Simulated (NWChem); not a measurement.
**One shape, several levels: AlCl2F (SMILES [F][Al]([Cl])[Cl])**

Wanted: a comparison of 3 runs (HF/STO-3G, HF/3-21G, B3LYP/6-31G*) of AlCl2F. 

Program for the calculation: NWChem 7.3.0.

## Step 1: The structure to begin with

AlCl2F has 4 atoms, charge 0, and is taken as a singlet. As SMILES, `[F][Al]([Cl])[Cl]`. Geometry: a GFN2-xTB relaxation, a rough one for these elements and not checked as a minimum.

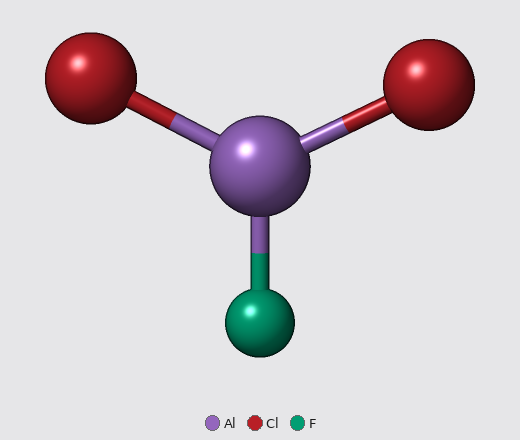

The structure, seen from a chosen angle (aluminium purple, chlorine red, fluorine teal).

## Step 2: Energy and gradient at HF/STO-3G (run 1)

File mymol.nw:

```
start mymol
memory stack 880 mb heap 220 mb global 1100 mb

geometry noautosym nocenter noautoz
   Al      -0.017680      -0.029510      -0.000030
   Cl       1.994930      -0.186520       0.014240
   Cl      -1.111650       1.666840      -0.016240
   F       -0.865600      -1.450810       0.002030
end

basis spherical bse
   * library STO-3G
end

scf
   thresh 1e-08
   maxiter 80
end

task scf gradient
```

The run is started by

```console
$ nwchem mymol.nw > mymol.out
```

Log:

```text
[...]
  functions       =    32
[...]
  wavefunction    = RHF
[...]
         Total SCF energy =  -1246.437656700986
      One-electron energy =  -2227.136333673242
      Two-electron energy =    733.370993012196
 Nuclear repulsion energy =    247.327683960060
        Time for solution =      2.2s
[...]
                         RHF ENERGY GRADIENTS
    atom               coordinates                        gradient
                 x          y          z           x          y          z
   1 Al     -0.033410  -0.055766  -0.000057    0.036040   0.060603  -0.000094
   2 Cl      3.769871  -0.352472   0.026910   -0.017658  -0.003620  -0.000096
   3 Cl     -2.100714   3.149871  -0.030689    0.005261  -0.017350   0.000129
   4 F      -1.635747  -2.741633   0.003836   -0.023643  -0.039632   0.000061
[...]
```

It took 3.9 s on 1 thread of AMD EPYC, shared host; peak memory 0.096 GiB.

## Step 3: Energy and gradient at HF/3-21G (run 2)

File sp.nw:

```
start sp
title "AlCl2F"
memory 2200 mb

geometry units atomic noautosym nocenter noautoz
  Al  -0.03341036  -0.05576582  -0.00005669
  Cl   3.76987134  -0.35247172   0.02690970
  Cl  -2.10071405   3.14987109  -0.03068915
  F   -1.63574693  -2.74163356   0.00383614
end

basis spherical bse
  * library 3-21G
end

scf
  nopen 0
  rhf
  thresh 1e-08
  maxiter 80
  print low
end

task scf gradient
```

The run is started by

```console
$ nwchem sp.nw > sp.out
```

Log:

```text
[...]
  functions       =    48
[...]
  wavefunction    = RHF
[...]
         Total SCF energy =  -1254.293876325085
      One-electron energy =  -2232.245575679641
      Two-electron energy =    730.624033227624
 Nuclear repulsion energy =    247.327666126932
        Time for solution =      2.3s
[...]
                         RHF ENERGY GRADIENTS
    atom               coordinates                        gradient
                 x          y          z           x          y          z
   1 Al     -0.033410  -0.055766  -0.000057    0.033920   0.057044  -0.000083
   2 Cl      3.769871  -0.352472   0.026910   -0.059767   0.001933  -0.000406
   3 Cl     -2.100714   3.149871  -0.030689    0.030147  -0.051768   0.000476
   4 F      -1.635747  -2.741634   0.003836   -0.004300  -0.007210   0.000014
 Task  times  cpu:        3.4s     wall:        3.4s
 Total times  cpu:        3.5s     wall:        3.5s
```

Run time: 4.2 s. Hardware: 1 thread of AMD EPYC, shared host; peak memory 0.096 GiB.

## Step 4: Energy and gradient at B3LYP/6-31G(d) (Cartesian functions) (run 3)

File nw.nw:

```
start nw
memory total 2200 mb
geometry units atomic noautosym nocenter noautoz
  Al -0.03341036 -0.05576582 -0.00005669
  Cl  3.76987134 -0.35247172  0.02690970
  Cl -2.10071405  3.14987109 -0.03068915
  F  -1.63574693 -2.74163356  0.00383614
end
basis "ao basis" cartesian
  * library 6-31G*
end
dft
  xc b3lyp
  mult 1
  grid xfine
  convergence energy 1e-08
  maxiter 100
  mulliken
  print low
end
task dft gradient
```

The run is started by

```console
$ nwchem nw.nw > nw.out
```

Log:

```text
[...]
 d= 0,ls=0.0,diis     1  -1262.7977356813 -1.51D+03  2.34D-02  8.96D-01     3.7
[...]
 d= 0,ls=0.0,diis     8  -1262.8769356894  3.53D-09  3.60D-06  2.06D-07    23.4
         Total DFT energy =    -1262.876935689406
      One electron energy =    -2240.667915701769
           Coulomb energy =      816.296528775383
    Exchange-Corr. energy =      -85.833214889951
 Nuclear repulsion energy =      247.327666126932
[...]
      Total Density - Mulliken Population Analysis
     ---------------------------------------------
    Atom       Charge   Shell Charges
 -----------   ------   -------------------------------------------------------
    1 Al  13    12.25   2.00  1.99  5.97  0.83  1.11 -0.02  0.14  0.23
    2 Cl  17    17.17   2.00  1.99  5.97  1.46  3.66  0.52  1.61 -0.03
    3 Cl  17    17.17   2.00  1.99  5.97  1.46  3.66  0.52  1.61 -0.03
    4 F    9     9.41   1.99  0.94  3.31  0.96  2.14  0.06
[...]
                         DFT ENERGY GRADIENTS
    atom               coordinates                        gradient
                 x          y          z           x          y          z
   1 Al     -0.033410  -0.055766  -0.000057    0.017336   0.029211  -0.000047
   2 Cl      3.769871  -0.352472   0.026910   -0.026193  -0.001392  -0.000165
   3 Cl     -2.100714   3.149871  -0.030689    0.011263  -0.023784   0.000203
   4 F      -1.635747  -2.741634   0.003836   -0.002407  -0.004035   0.000009
 Task  times  cpu:       32.8s     wall:       32.8s
 Total times  cpu:       32.9s     wall:       32.9s
```

Run time: 34 s. Hardware: 1 thread of AMD EPYC, shared host; peak memory 0.12 GiB.

## Step 5: Overview of the runs

| run | level | Cartesian functions | iteration cap | energy (Eh) | largest force (eV/Å) | wall time |
| --- | --- | --- | --- | --- | --- | --- |
| 1 | HF/STO-3G | no | 80 | -1246.437657 | 3.626 | 3.9 s |
| 2 | HF/3-21G | no | 80 | -1254.293876 | 3.413 | 4.2 s |
| 3 | B3LYP/6-31G* (Cartesian functions) | yes | 100 | -1262.876936 | 1.747 | 34 s |

## Step 6: Outcome

```
                       quantity           value
            run 3: total energy  -1262.87694 Eh
run 3: largest force on an atom      1.747 eV/Å
```

In run 1 the basis is minimal, so the values are rough. All runs together took 42 s, the longest 34 s.
